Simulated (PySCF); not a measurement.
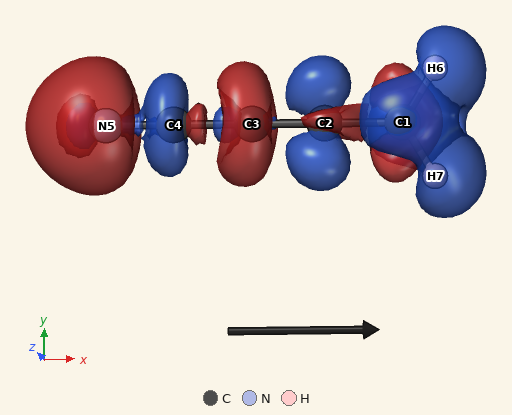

*C4H2N, doublet, SMILES `[CH2]C#CC#N`. Change of the electron density in a uniform field of 0.41 V/Å along +x (arrow), surfaces at ±0.004 e/Å³ (red: gain, blue: loss).*

Method: ωB97X/def2-SVPD; geometry: GFN2-xTB; program: PySCF. No frequency check shows the geometry to be a minimum. The stability of the open-shell solution wasn't checked. GFN2-xTB doesn't know the spin state, so this open-shell geometry is rough.

**What dipole is induced, and what polarisability does it imply?**

The induced dipole is 2.26 D (along the field); α along this axis, from the fields in both directions, is 111 bohr³ (16.5 Å³).

**Which atoms gain and lose the most charge?**

Electrons gather most on N5 (Hirshfeld charge changes by −0.066 e) and leave C1 most (+0.034 e); 0.131 electrons are displaced in all.

Cost of the run: 36 s on 1 thread of Intel(R) Xeon(R) Platinum 8488C (Sapphire Rapids), with other jobs on the host, peak memory 0.58 GiB.
